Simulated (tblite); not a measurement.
# C3H13NS2Si2: the cost of one run

Programs: tblite 0.8.0 and PySCF 2.14.0, with density-fitted response routines of our own. Each step states its level of theory. These are calculated values for one molecule in the gas phase, unless marked as measured. Atoms are numbered from 0 throughout.

### 1 Starting geometry

21 atoms, charge 0, multiplicity 1; geometry from: force field or distance geometry start.

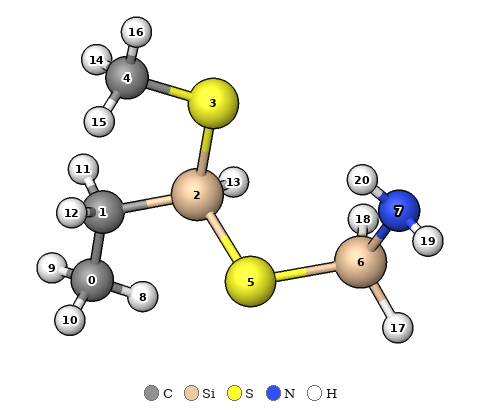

As it starts; carbon grey, silicon light orange, sulfur yellow, nitrogen blue, hydrogen white, atoms numbered.

### 2 Optimising the geometry with GFN2-xTB

Job settings and geometry (Å):

```
{"job": {"kind": "relax", "xc": "GFN2-xTB", "basis": "xTB"}, "charge": 0, "multiplicity": 1}
C     -2.427300    -1.735000     0.503800
C     -2.057000    -0.294400     0.171400
Si    -0.284900    -0.133800    -0.370800
S      0.304900     1.905800    -0.693700
C     -1.049900     2.937600    -0.047500
S      1.101300    -1.039800     0.982500
Si     2.894000    -1.340200    -0.189200
N      3.966200     0.084200    -0.121700
H     -1.670400    -2.425300     0.067000
H     -3.437400    -1.908200     0.044900
H     -2.525300    -1.842600     1.603000
H     -2.696400     0.001500    -0.684100
H     -2.274600     0.376500     1.043300
H     -0.119100    -0.856400    -1.657800
H     -1.929300     2.758000    -0.709000
H     -1.299300     2.690700     1.012200
H     -0.703800     3.997700    -0.163100
H      3.552600    -2.597900     0.179000
H      2.447900    -1.467200    -1.587000
H      4.754600    -0.056200     0.534100
H      3.444300     0.962000     0.082200
```

Started as:

```console
> OMP_NUM_THREADS=1 python probes_run.py task.json out
```

This one command runs all jobs of the session in turn.

Q: Estimate the wall time and peak memory of this first job on 1 thread of Arm Neoverse N1, shared host.

About 3.8 s, with a peak of 0.18 GiB.
